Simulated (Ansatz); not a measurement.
# H4Si: harmonic frequencies at the relaxed geometry, by script

At which frequencies does H4Si vibrate? Aim: harmonic frequencies at the relaxed geometry, for H4Si, run from a script. SMILES: [SiH4].

Program: Ansatz 0.2.0 through its Python package. Level of theory: MP2/cc-pVDZ. These are calculated values, not measurements.

## (1) Starting point

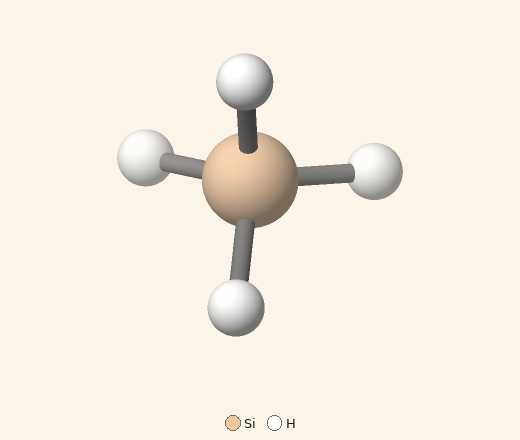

The structure that the script starts from, seen from a chosen angle (silicon light orange, hydrogen white).

The script holds or builds the structure itself.

## (2) The code

freq_h4si.py reads:

```python
"""Harmonic frequencies of H4Si at its relaxed geometry."""

import itertools
import logging
import sys

import ansatz as az
from ase import Atoms
from ase.data import atomic_numbers, covalent_radii
from ase.thermochemistry import IdealGasThermo
import numpy as np

logging.basicConfig(stream=sys.stdout, format="[%(levelname)s] %(message)s")
log = logging.getLogger("h4si")
log.setLevel(logging.INFO)


def main() -> None:
    geometry_ang = [
        ("Si", (0.0, 0.0, 0.0)),
        ("H", (-0.1697, 1.2274, -0.8185)),
        ("H", (-0.7463, 0.1484, 1.2752)),
        ("H", (1.4416, -0.2054, 0.2912)),
        ("H", (-0.5256, -1.1703, -0.7479)),
    ]
    h4si = az.Crystal.molecule()
    for symbol, xyz in geometry_ang:
        h4si = h4si.atom(symbol, xyz)

    calculation = (
        h4si.calculation()
        .basis(gaussian="cc-pVDZ")  # the orbital basis, by name
        .correlation("MP2")
    )
    symbols = [site.symbol for site in h4si.cartesian_sites]
    start = np.array([site.position_ang for site in h4si.cartesian_sites], dtype=float)
    r = calculation.relax(force_tolerance=0.003, max_steps=100).run().report
    end = np.array(r["positions_ang"])

    # pairs closer than 1.2 times the sum of covalent radii, before or after
    radius = [covalent_radii[atomic_numbers[s]] for s in symbols]
    span = lambda where, i, j: np.linalg.norm(where[i] - where[j])
    bonded = [(i, j) for i, j in itertools.combinations(range(len(symbols)), 2) if min(span(start, i, j), span(end, i, j)) < 1.2 * (radius[i] + radius[j])]
    log.info("pair        before    after (A)")
    for i, j in bonded:
        print(f"{symbols[i]}{i}-{symbols[j]}{j}".ljust(10), f"{span(start, i, j):8.4f} {span(end, i, j):8.4f}")

    # frequencies need a stationary point, so they are taken at the relaxed geometry
    minimum = az.Crystal.molecule()
    for symbol, place in zip(symbols, end):
        minimum = minimum.atom(symbol, place.tolist())
    vibrating = (
        minimum.calculation()
        .basis(gaussian="cc-pVDZ")
        .correlation("MP2")
        .phonons(temperatures=(200, 600, 100))
    )
    vib = vibrating.run().report["vibrations"]
    sums = vib["harmonic_sums"]
    modes = [m["omega_inv_cm"] for m in sums["modes_at_gamma"] if m["rigid_motion"] == "no"]
    for number, w in enumerate(modes, start=1):
        log.info(f"mode {number:2d} {w:9.1f} 1/cm {w / 8065.544 * 1000:8.2f} meV")
    print("imaginary modes:", sum(w < 0 for w in modes), " zero-point energy:", round(sums["zero_point_energy_ev"], 4), "eV")
    # rigid rotor and ideal gas, symmetry number taken as one
    gas = IdealGasThermo(vib_energies=[w / 8065.544 for w in modes if w > 0], geometry="linear" if len(modes) == 3 * len(symbols) - 5 else "nonlinear",
                         atoms=Atoms(symbols, positions=end), symmetrynumber=1, spin=0.0)
    log.info(f"H(298 K) - E = {gas.get_enthalpy(298.15, verbose=False):.4f} eV")
    log.info(f"S(298 K, 1 bar) = {96485.33 * gas.get_entropy(298.15, 1e5, verbose=False):.1f} J/(mol K) with symmetry number 1")

    # all hydrogen replaced by deuterium
    heavier = vibrating.phonons(masses={"H": 2.014102}).run().report["vibrations"]["harmonic_sums"]
    print("deuterated (1/cm):", " ".join(f"{m['omega_inv_cm']:.0f}" for m in heavier["modes_at_gamma"] if m["rigid_motion"] == "no"))
    print("zero-point energy falls by", round(sums["zero_point_energy_ev"] - heavier["zero_point_energy_ev"], 4), "eV")


if __name__ == "__main__":
    main()
```

## (3) What the engine is handed

The package turns the script's settings into the engine's input (first run):

```yaml
crystal:
  periodic: [false, false, false]
  atoms:
    - { symbol: Si, position_ang: [0.0, 0.0, 0.0] }
    - { symbol: H, position_ang: [-0.1697, 1.2274, -0.8185] }
    - { symbol: H, position_ang: [-0.7463, 0.1484, 1.2752] }
    - { symbol: H, position_ang: [1.4416, -0.2054, 0.2912] }
    - { symbol: H, position_ang: [-0.5256, -1.1703, -0.7479] }
basis:
  gaussian:
    orbitals: cc-pVDZ
correlation:
  method: mp2
relax:
  f_tol: 0.003
  max_steps: 100
```

## (4) Running it

Command:

```console
python freq_h4si.py
```

Standard output:

```text
[INFO] pair        before    after (A)
Si0-H1       1.4850   1.4869
Si0-H2       1.4850   1.4869
Si0-H3       1.4850   1.4869
Si0-H4       1.4850   1.4869
[INFO] mode  1     945.9 1/cm   117.28 meV
[INFO] mode  2     946.0 1/cm   117.28 meV
[INFO] mode  3     946.0 1/cm   117.28 meV
[INFO] mode  4    1000.4 1/cm   124.04 meV
[INFO] mode  5    1000.4 1/cm   124.04 meV
[INFO] mode  6    2282.7 1/cm   283.02 meV
[INFO] mode  7    2292.5 1/cm   284.24 meV
[INFO] mode  8    2292.6 1/cm   284.24 meV
[INFO] mode  9    2292.6 1/cm   284.24 meV
imaginary modes: 0  zero-point energy: 0.8678 eV
[INFO] H(298 K) - E = 0.9763 eV
[INFO] S(298 K, 1 bar) = 225.1 J/(mol K) with symmetry number 1
deuterated (1/cm): 695 695 695 708 708 1615 1656 1656 1656
zero-point energy falls by 0.2427 eV
```

Run time: 36 s. Hardware: 1 thread of Intel Xeon Platinum 8175M at 2.50GHz (Skylake/Cascade Lake), shared host; peak memory 0.22 GiB.

## (5) What changed from run to run

The engine's inputs for the other runs:

Run 2, against run 1:

```diff
@@ -4,5 +4,5 @@
-    - { symbol: Si, position_ang: [0.0, 0.0, 0.0] }
-    - { symbol: H, position_ang: [-0.1697, 1.2274, -0.8185] }
-    - { symbol: H, position_ang: [-0.7463, 0.1484, 1.2752] }
-    - { symbol: H, position_ang: [1.4416, -0.2054, 0.2912] }
-    - { symbol: H, position_ang: [-0.5256, -1.1703, -0.7479] }
+    - { symbol: Si, position_ang: [6.959493288025417e-07, 1.574752764222893e-05, -2.657757571786015e-06] }
+    - { symbol: H, position_ang: [-0.16989916425453688, 1.2289603132949143, -0.8195572560927243] }
+    - { symbol: H, position_ang: [-0.7472770387938628, 0.14857035132073396, 1.276847762142158] }
+    - { symbol: H, position_ang: [1.443445965436996, -0.2056592345069102, 0.2915545203126672] }
+    - { symbol: H, position_ang: [-0.5262704583379252, -1.1717871776363804, -0.7488423686045294] }
@@ -14,3 +14,5 @@
-relax:
-  f_tol: 0.003
-  max_steps: 100
+phonons:
+  temperatures:
+    t_min: 200.0
+    t_max: 600.0
+    t_step: 100.0
```

Run 3, against run 1:

```diff
@@ -4,5 +4,5 @@
-    - { symbol: Si, position_ang: [0.0, 0.0, 0.0] }
-    - { symbol: H, position_ang: [-0.1697, 1.2274, -0.8185] }
-    - { symbol: H, position_ang: [-0.7463, 0.1484, 1.2752] }
-    - { symbol: H, position_ang: [1.4416, -0.2054, 0.2912] }
-    - { symbol: H, position_ang: [-0.5256, -1.1703, -0.7479] }
+    - { symbol: Si, position_ang: [6.959493288025417e-07, 1.574752764222893e-05, -2.657757571786015e-06] }
+    - { symbol: H, position_ang: [-0.16989916425453688, 1.2289603132949143, -0.8195572560927243] }
+    - { symbol: H, position_ang: [-0.7472770387938628, 0.14857035132073396, 1.276847762142158] }
+    - { symbol: H, position_ang: [1.443445965436996, -0.2056592345069102, 0.2915545203126672] }
+    - { symbol: H, position_ang: [-0.5262704583379252, -1.1717871776363804, -0.7488423686045294] }
@@ -14,3 +14,7 @@
-relax:
-  f_tol: 0.003
-  max_steps: 100
+phonons:
+  temperatures:
+    t_min: 200.0
+    t_max: 600.0
+    t_step: 100.0
+  masses:
+    - { species: H, mass: 2.014102 }
```

## (6) Run by run

One row for each of the 3 runs:

```tsv
run	kind of run	energy from run 1 (eV)	SCF cycles in all	CPU time (s)
1	relaxation	0.0000	38	2.5
2	phonons	0.0000	221	16
3	phonons	0.0000	221	16
```

## (7) Path of the relaxation of run 1

Relaxation path:

```csv
step,energy from step 1 (eV),largest force component (eV/Å)
1,0.0000,0.0358
2,-0.0001,0.0075
3,-0.0001,0.0000
```

Step 1 is the start.

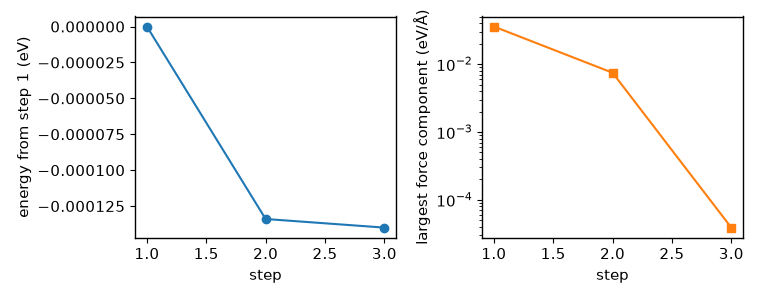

Energy and largest force along the relaxation.

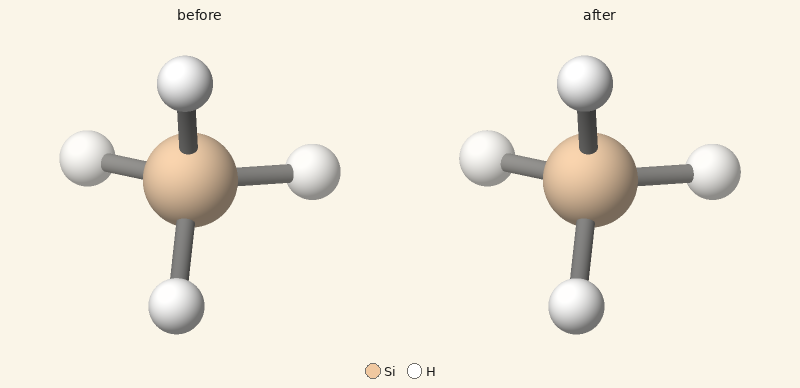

Before and after, at one scale. The change is too small to see at this scale.

Before: Bond lengths: Si1–H2 1.485 Å, Si1–H3 1.485 Å, Si1–H4 1.485 Å, Si1–H5 1.485 Å. Angles: H2–Si1–H3 109.5°, H2–Si1–H4 109.5°, H2–Si1–H5 109.5°, H3–Si1–H4 109.5°, H3–Si1–H5 109.5°, H4–Si1–H5 109.5°.

After: Bond lengths: Si1–H2 1.487 Å, Si1–H3 1.487 Å, Si1–H4 1.487 Å, Si1–H5 1.487 Å. Angles: H2–Si1–H3 109.5°, H2–Si1–H4 109.5°, H2–Si1–H5 109.5°, H3–Si1–H4 109.5°, H3–Si1–H5 109.5°, H4–Si1–H5 109.5°.

## (8) Harmonic frequencies

Frequencies (cm⁻¹; negative: imaginary): 946, 946, 946, 1000, 1000, 2283, 2293, 2293, 2293.

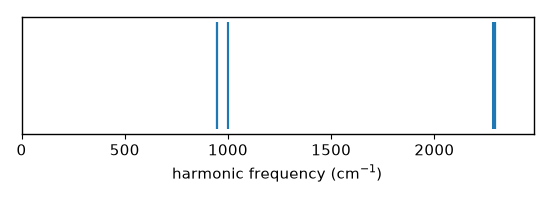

The harmonic frequencies as lines of equal height (no intensities).

## (9) Results

| quantity | value |
| --- | --- |
| runs compared | 3 |
| highest frequency | 2293 cm⁻¹ |
| imaginary modes | 0 |
| zero-point energy | 0.868 eV |

**Reading.** In CPU time, run 2 cost about 6.5 times as much as run 1. Run 1: After 2 moves the largest shift is 0.002 Å. The start was already close to the minimum. All frequencies are real, so the geometry is a minimum. The values are harmonic; measured fundamentals also hold anharmonic shifts, mostly downward for stretches. The frequencies are harmonic and unscaled, in a modest basis. The entropy takes a symmetry number of 1; a symmetric molecule's is lower by R ln(sigma).
